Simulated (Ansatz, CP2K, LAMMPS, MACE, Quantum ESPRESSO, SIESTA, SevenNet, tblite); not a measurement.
# SIESTA on Li+ PF6- in diethyl carbonate and 1,3-dioxolane at 300 K (100 atoms): settings against a plane-wave reference, part 2 of 2

How do the settings of SIESTA change the result for Li+ PF6- in diethyl carbonate and 1,3-dioxolane at 300 K (100 atoms)? A plane-wave run serves as the yardstick.

Program: SIESTA 5.4.2; the method stands at each step. Banners, paths, timers and routine set-up lines are dropped from the logs unmarked, and long logs keep their key lines alone; longer cuts are marked. The potentials were converted by us to PSML.

So far. Step 2 (PBE, DZP, shift 0.01 Ry, mesh 500 Ry): Forces lie 64 % from the reference's, at 3.9 times its CPU time (on 2 against 4 cores). Step 3 (PBE, SZP, shift 0.01 Ry, mesh 500 Ry): Against the first run (64 %), the force difference from the reference is 135 %, at 0.84 times the CPU time, with 678 basis functions against 943: the smaller basis costs accuracy.

**4. PBE, DZP, shift 0.005 Ry, mesh 500 Ry**

Method: Kohn-Sham DFT, PBE, PseudoDojo 0.4.1 norm-conserving pseudopotentials (converted to PSML), numerical atomic orbitals (DZP), diagonalisation.

input.fdf

```
SystemLabel cell
NumberOfAtoms 100
NumberOfSpecies 6
%block ChemicalSpeciesLabel
  1 6 C
  2 8 O
  3 1 H
  4 15 P
  5 9 F
  6 3 Li
%endblock ChemicalSpeciesLabel
LatticeConstant 1.0 Ang
%block LatticeVectors
  10.57902 0.00000 0.00000
  0.00000 10.57902 0.00000
  0.00000 0.00000 10.57902
%endblock LatticeVectors
PAO.BasisSize DZP
PAO.EnergyShift 0.005 Ry
PAO.Polarization.NonPerturbative T
XC.Functional GGA
XC.Authors PBE
MeshCutoff 500 Ry
%block kgrid_Monkhorst_Pack
  1 0 0 0.0
  0 1 0 0.0
  0 0 1 0.0
%endblock kgrid_Monkhorst_Pack
SolutionMethod diagon
OccupationFunction FD
ElectronicTemperature 580 K
SCF.Mixer.Method Pulay
SCF.Mixer.Weight 0.15
SCF.Mixer.History 8
SCF.Mix Hamiltonian
MaxSCFIterations 300
SCF.DM.Tolerance 1e-04
SCF.H.Tolerance 1.0e-3 eV
WriteForces T
Write.HirshfeldPop T
Write.VoronoiPop T
Write.DM F
Write.H F
XML.Write F
AtomicCoordinatesFormat Fractional
%block AtomicCoordinatesAndAtomicSpecies
[... 100 atom lines left out: the same atoms as in the first run ...]
%endblock AtomicCoordinatesAndAtomicSpecies
```

Run with:

```
$ OMP_NUM_THREADS=1 mpirun -np 2 siesta < input.fdf > output.txt
```

What it wrote:

```text
Version         : 5.4.2
reinit: System Name:
reinit: System Label: cell
initatom: Reading input for the pseudopotentials and atomic orbitals ----------
Species number:   1 Atomic number:    6 Label: C
Species number:   2 Atomic number:    8 Label: O
Species number:   3 Atomic number:    1 Label: H
Species number:   4 Atomic number:   15 Label: P
Species number:   5 Atomic number:    9 Label: F
Species number:   6 Atomic number:    3 Label: Li
Ground state valence configuration (from tables):   2s02  2p02  3d00  4f00
[... lines left out ...]
SCF Convergence by DM+H criterion
[... lines left out ...]
SCF cycle converged after 13 iterations
[... lines left out ...]
   Max    5.675429
[... lines left out ...]
   Max    5.675429    constrained
Stress tensor Voigt[x,y,z,yz,xz,xy] (kbar):      -67.10      -99.72      -65.36       -0.10        9.74       -1.00
[... lines left out ...]
siesta: FreeEng =    -23171.816219
[... lines left out ...]
siesta:         Fermi =      -5.627422
[... lines left out ...]
siesta:          77.39217651         52.43097514  kBar
[... lines left out ...]
     3    -0.032391    6.032391  O
     4     0.268303    3.731697  C
     5    -0.189012    6.189012  O
     6    -0.046082    6.046082  O
[...]
9     0.044233    0.955767  H
    10     0.030485    0.969515  H
    11     0.030397    0.969603  H
[...]
77     0.463816    4.536184  P
    78    -0.125216    7.125216  F
    79    -0.154037    7.154037  F
    80    -0.178772    7.178772  F
[...]
84     0.445212    4.554788  P
[...]
91     0.464168    4.535832  P
[...]
98     0.162115    2.837885  Li
    99     0.128876    2.871124  Li
   100     0.158984    2.841016  Li
--------------------
 Total    -0.000004
Voronoi Atomic Populations:
Atom #   charge [q] valence [e]  Species
[...]
67     0.024840    3.975160  C
    68    -0.101377    6.101377  O
    69     0.112917    3.887083  C
    70    -0.103095    6.103095  O
[...]
75     0.044040    0.955960  H
    76     0.019537    0.980463  H
    77     0.502988    4.497012  P
[...]
84     0.489437    4.510563  P
[...]
91     0.492293    4.507707  P
[...]
96    -0.169739    7.169739  F
    97    -0.144759    7.144759  F
    98     0.084512    2.915488  Li
    99     0.045668    2.954332  Li
   100     0.064263    2.935737  Li
--------------------
 Total    -0.000004
```

The job ended after 2.1 min (2 MPI ranks of Arm Neoverse V2, shared host; peak memory 1.9 GiB; 4.1 min of CPU time).

Against the reference:

```
r.m.s. force component                           : 1.343 eV/Å
r.m.s. difference of force components            : 692 meV/Å
longest difference of force vectors              : 3088 meV/Å
force difference over r.m.s. force               : 72.55 %
slope of forces against the reference's          : 1.228
correlation of force components                  : 0.8723
gap (highest filled to lowest empty level) : 4.703 eV
gap difference                                   : -0.2694 eV
pressure                                         : 7.739 GPa
pressure difference                              : 4.917 GPa
```

This run lies far from the reference in forces at the same functional.

Against the first run (64 %), the force difference from the reference is 73 %, at 1.4 times the CPU time.

**5. Side by side**

Differences are against the plane-wave reference, forces as r.m.s. over components; share is that over the reference's r.m.s. force, slope the least-squares factor from reference forces to these. Total energies of different programs have different zeros and aren't compared.

| run | Δ force, r.m.s. (meV/Å) | share (%) | slope | Δ pressure (GPa) | Δ gap (eV) | cores | CPU time | memory (GiB) |
| --- | --- | --- | --- | --- | --- | --- | --- | --- |
| reference | - | - | - | - | - | 4 | 46 s | 1.3 |
| SIESTA PBE, DZP, shift 0.01 Ry, mesh 500 Ry | 609 | 63.8 | 1.207 | 3.88 | -0.223 | 2 | 3 min | 1.7 |
| SIESTA PBE, SZP, shift 0.01 Ry, mesh 500 Ry (coarse) | 1292 | 135 | 1.369 | 5.70 | -0.311 | 2 | 2.6 min | 1.5 |
| SIESTA PBE, DZP, shift 0.005 Ry, mesh 500 Ry | 692 | 72.6 | 1.228 | 4.92 | -0.269 | 2 | 4.1 min | 1.9 |

Rows marked coarse were listed beforehand as settings not expected to be converged; some can still land near the reference.

CPU time is summed over cores on a shared host, where runs went side by side, so it is rough. Symmetry, cutoffs, thresholds, outputs and thread counts weren't matched or tuned between programs; memory under MPI is the largest rank's times the ranks.

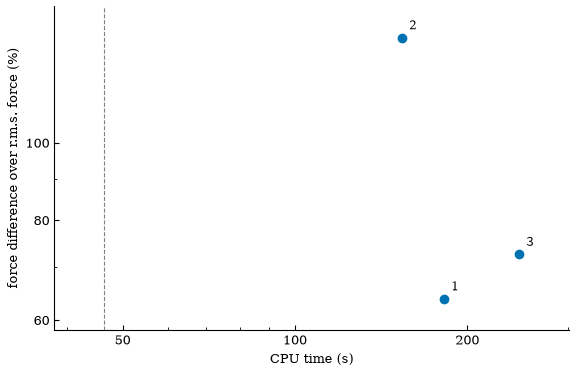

Force difference against CPU time; the dashed line marks the reference's time. Points: 1 SIESTA PBE, DZP, shift 0.01 Ry, mesh 500 Ry; 2 SIESTA PBE, SZP, shift 0.01 Ry, mesh 500 Ry; 3 SIESTA PBE, DZP, shift 0.005 Ry, mesh 500 Ry.

Mean charges by element (e), by run and scheme:

| run | scheme | C | O | H | P | F | Li |
| --- | --- | --- | --- | --- | --- | --- | --- |
| reference | Löwdin | -0.04 | -0.34 | +0.20 | +2.45 | -0.47 | +0.79 |
| SIESTA PBE, DZP, shift 0.01 Ry, mesh 500 Ry | Hirshfeld | +0.04 | -0.08 | +0.03 | +0.41 | -0.13 | +0.11 |
| SIESTA PBE, DZP, shift 0.005 Ry, mesh 500 Ry | Hirshfeld | +0.03 | -0.09 | +0.03 | +0.46 | -0.14 | +0.15 |

The reference's Löwdin charges lack the electrons that the projection spills, 0.043 e an atom on average.

**6. Results**

```json
{"nearest in forces": "SIESTA PBE, DZP, shift 0.01 Ry, mesh 500 Ry, 64 %", "its CPU time": "3 min"}
```

What this shows: The PBE runs in local orbitals, coarse settings apart, differ by 64 % (SIESTA PBE, DZP, shift 0.01 Ry, mesh 500 Ry) to 73 % (SIESTA PBE, DZP, shift 0.005 Ry, mesh 500 Ry); basis, grid and potentials can all enter, and differences of this size make the forces unusable. Runs with settings chosen to be coarse differ by 135 % (SIESTA PBE, SZP, shift 0.01 Ry, mesh 500 Ry), their programs' other errors included. None of the electronic-structure runs in the table takes under half the reference's CPU time of 46 s; they take 3.3 to 5.3 times as much. At the same functional, gaps differ from the reference's 4.97 eV by between -0.31 and -0.22 eV. In pressure, SIESTA PBE, SZP, shift 0.01 Ry, mesh 500 Ry misses by +5.7 GPa, at the same functional. Charges hang on scheme and program or settings: among these rows the mean for P runs from +0.41 to +2.45 e. The network of contacts between molecules at the start is that of the classical potential that made the cell, and needn't be the one that DFT or experiment would give. The reference's stress is far from hydrostatic: its diagonal is 2.3, 4.8, 1.3 GPa, compression counted positive. The reference's PBE has no dispersion term, which matters for the binding between molecules or layers. The density was typed from a rule of thumb and may lie off the real one at this temperature. The electronic-structure runs sample only Γ, in a cell whose shortest periodic width is 11 Å.

[Also dropped from logs without a mark: logging warnings of Python, and SIESTA's first energy breakdown and zero terms.]

[Logs are printed without paths, hosts, clocks, repeated set-up lines and the standing remarks that a program may print on its own settings, such as how far it seeks lower states.]

[Hosts, paths, dates, database ids (printed as entryN), source tags and the programs' standing remarks are cut or masked in the printed files.]
